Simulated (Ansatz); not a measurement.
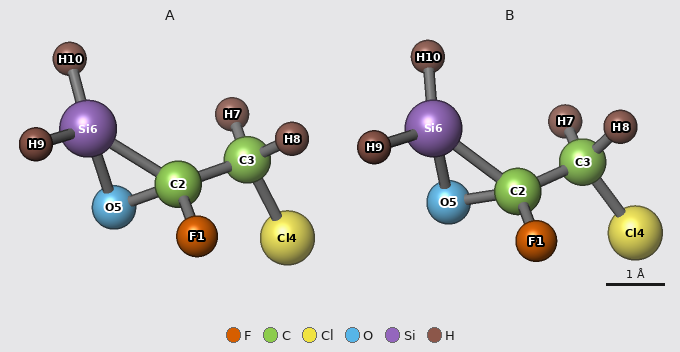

Two geometries of C$_{2}$H$_{4}$ClFOSi (coarse preliminary run), drawn at one scale. One is the start of a relaxation, the other its converged end. A ball-and-stick model, seen at a tilt.

Computed with RKS PBE-D4/def2-SVP in Ansatz. Set-up: force threshold 0.03 eV/Å; at most 200 steps.

Which one is relaxed?

Answer. Structure A is the relaxed one. The start comes from a force field. The energy falls by 41.9 kJ/mol in 7 geometry steps. Largest force component: 2.3 eV/Å at the start, 0.0064 eV/Å at the end. The atom that moves furthest after the best rigid fit is H10 (0.33 Å). Largest moves by element: H 0.33 Å, Cl 0.23 Å, O 0.13 Å, C 0.13 Å, Si 0.12 Å, F 0.08 Å. Some distances before and after: C3–Cl4 1.727 → 1.807 Å, O5–Si6 1.671 → 1.735 Å, C3–H7 1.146 → 1.106 Å, C2–C3 1.468 → 1.505 Å. Among the angles between lasting bonds that change: F1–C2–O5 119.6° → 112.2°, C3–C2–Si6 119.1° → 125.9°, H7–C3–H8 102.9° → 109.5°. Cost: 13 s on 4 threads of Arm Neoverse V1, with other jobs on the host.
